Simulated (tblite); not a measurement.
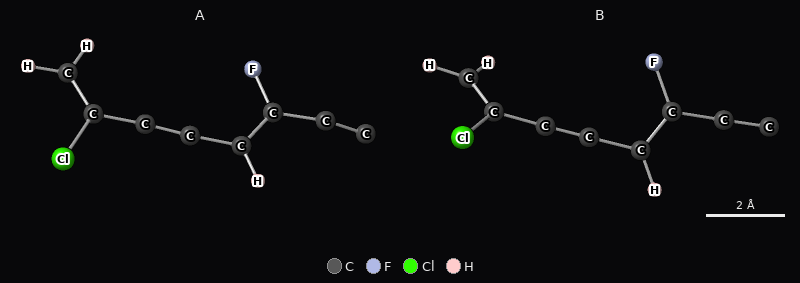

Two geometries of C₈H₃ClF (multiplicity 2), drawn at one scale. One is the start of a relaxation, the other its converged end. Style: ball-and-stick. Shown at a tilt.

Computed with GFN2-xTB geometry optimisation, gas phase in tblite 0.8.0. 

Which one is relaxed?

Structure A is the relaxed one. Over 94 geometry steps the energy falls by 8.13 kcal/mol. The largest move after the best rigid fit is that of the Cl atom, 0.77 Å. By element the largest moves are Cl 0.77 Å, F 0.71 Å, H 0.69 Å, C 0.24 Å. Near-neighbour distances that change, for instance: C–C 1.437 → 1.384 Å, C–C 1.328 → 1.363 Å, C–C 1.431 → 1.400 Å, C–F 1.366 → 1.342 Å. Among the angles between lasting bonds that change: C–C–C 177.9° → 159.6°, C–C–Cl 122.7° → 114.8°, C–C–C 117.5° → 123.0°. The run took 0.62 s on 1 thread of Arm Neoverse V2, with other jobs on the host.
